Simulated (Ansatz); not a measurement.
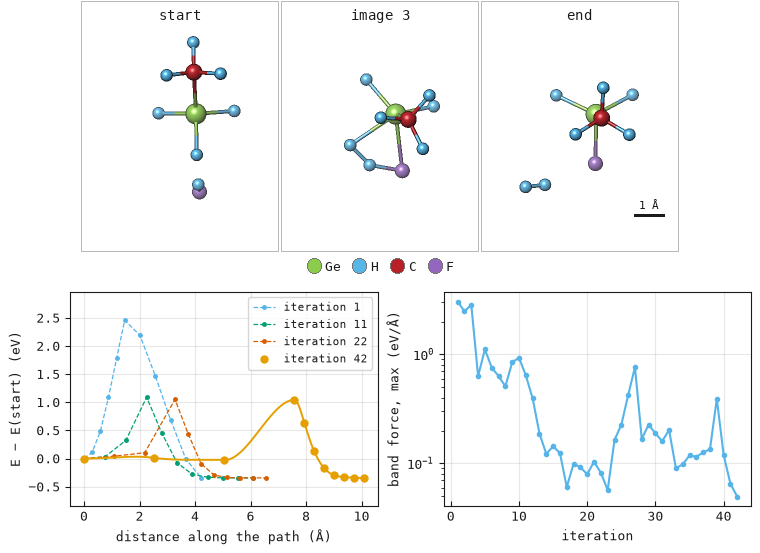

A nudged-elastic-band calculation for CH$_{7}$FGe. Images are numbered from 0 (start) to 10 (end). The plot follows the band through its iterations. A ball-and-stick model, seen from a free direction.

Theory: RKS LDA/def2-SVP (Ansatz). Settings: 9 movable images; climbing image; force threshold 0.05 eV/Å; iteration limit 60; starting path through a guess of the saddle point.

How did the profile develop, and is the result final?

The run is converged, with reservations. The band converged in 42 iterations. The largest component of the band force went from 3.1 to 0.05 eV/Å. The climbing image converged on the top of the path. Its vibrational analysis gives one imaginary mode (878i cm⁻¹), as a transition state must have. The first iteration put the highest image at 2.46 eV. The energy climbs by 1.04 eV to image 3 and then falls by 1.39 eV, so the end point sits at −0.34 eV.

Cost: 5.8 min on 2 threads of Arm Neoverse V1, with other jobs on the host, peak memory 0.13 GiB.
